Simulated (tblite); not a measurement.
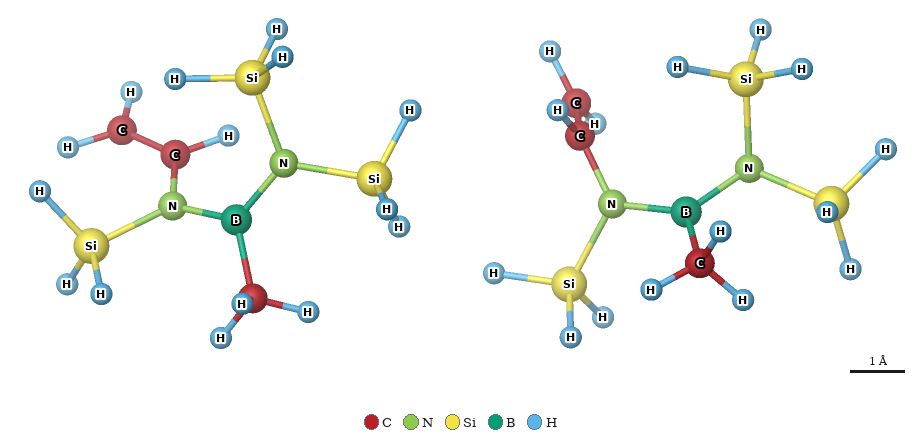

Two geometries of C$_{3}$H$_{15}$BN$_{2}$Si$_{3}$, drawn at one scale. One is the start of a relaxation, the other its converged end. The picture is a ball-and-stick view, seen at a tilt.

All numbers below come from tblite 0.8.0, GFN2-xTB geometry optimisation, gas phase. 

Which one is relaxed?

The left one is the relaxed one. The atom that moves furthest after the best rigid fit is an H atom (3.22 Å). By element the largest moves are H 3.22 Å, C 1.44 Å, Si 1.09 Å, N 0.82 Å, B 0.25 Å. Some distances before and after: B–N 1.517 → 1.431 Å, B–N 1.525 → 1.445 Å, N–Si 1.813 → 1.748 Å, C–N 1.435 → 1.387 Å. Among the angles between lasting bonds that change: Si–N–Si 104.4° → 117.3°, B–N–Si 111.2° → 121.2°, B–N–Si 112.0° → 121.1°. Groups turn about B–C by about 105°, B–N by about 90°, C–N by about 80°. After 298 geometry steps the energy has fallen by 37.0 kcal/mol. The run took 6.5 s on 1 thread of Arm Neoverse N1 (shared host).
